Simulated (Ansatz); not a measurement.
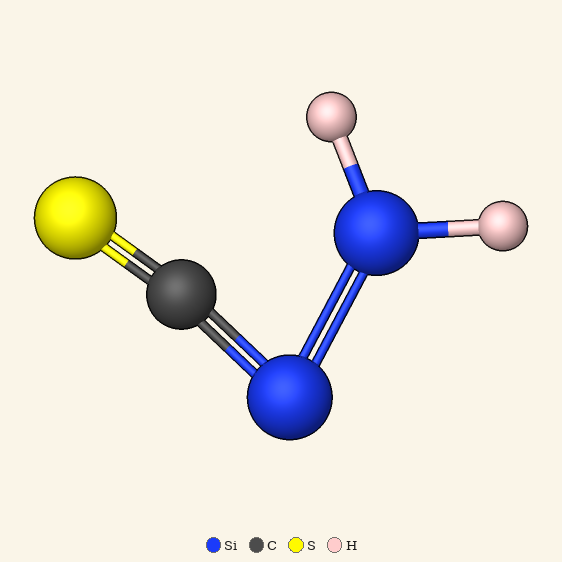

Source: calculation with Ansatz.

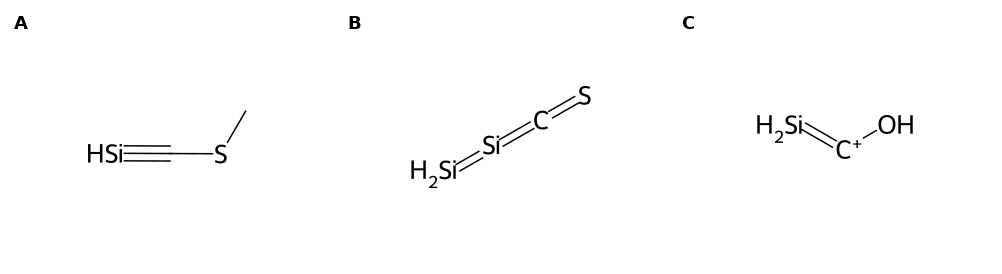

Question: Which structural formula matches the 3D model?

Answer: B, `[SiH2]=[Si]=C=S`.
